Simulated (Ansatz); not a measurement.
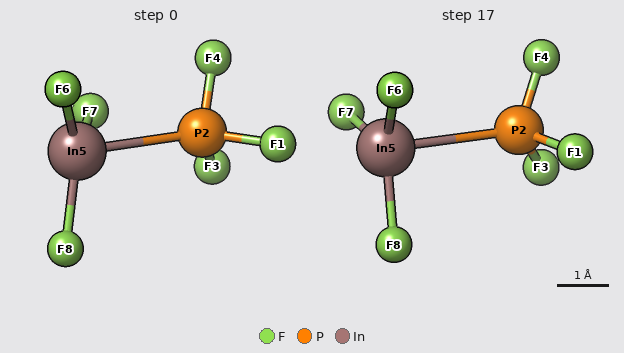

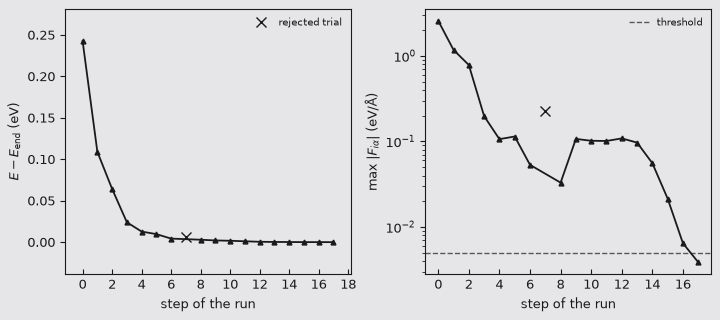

First and last geometry of a relaxation of InPF6, with the history of the run. The picture is a ball-and-stick view, seen at a tilt.

The start comes from GFN2-xTB.

These are results of RKS PBE0-D4/def2-TZVP (Ansatz), not measurements. Settings: force threshold 0.005 eV/Å; at most 150 steps.

What do the curves and the structures tell?

It converged. The energy falls by 0.243 eV in 16 accepted moves (17 points after the start). Largest force component: 2.6 eV/Å at the start, 0.0039 eV/Å at the end. The line search rejected the trial step at point 7 of the run. The atom that moves furthest after the best rigid fit is F7 (1.12 Å). Largest moves by element: F 1.12 Å, In 0.19 Å, P 0.15 Å. Some distances before and after: P2–In5 2.664 → 2.790 Å, In5–F7 1.996 → 1.935 Å, F1–P2 1.588 → 1.543 Å, P2–F3 1.562 → 1.543 Å. Bond angles that change, for instance: P2–In5–F7 60.9° → 94.9°, F1–P2–In5 139.2° → 117.1°, P2–In5–F6 107.9° → 94.5°.

| step | E − E(0), eV | largest force component, eV/Å | note |
| --- | --- | --- | --- |
| 0 | 0.0000 | 2.5789 |  |
| 1 | -0.1337 | 1.1785 |  |
| 2 | -0.1785 | 0.7842 |  |
| 3 | -0.2188 | 0.1978 |  |
| 4 | -0.2300 | 0.1065 |  |
| 5 | -0.2331 | 0.1144 |  |
| 6 | -0.2385 | 0.0533 |  |
| 7 | -0.2365 | 0.2255 | rejected |
| 8 | -0.2398 | 0.0330 |  |
| 9 | -0.2407 | 0.1072 |  |
| 10 | -0.2411 | 0.1020 |  |
| 11 | -0.2417 | 0.1014 |  |
| 12 | -0.2423 | 0.1088 |  |
| 13 | -0.2425 | 0.0971 |  |
| 14 | -0.2426 | 0.0557 |  |
| 15 | -0.2427 | 0.0215 |  |
| 16 | -0.2427 | 0.0064 |  |
| 17 | -0.2427 | 0.0039 |  |
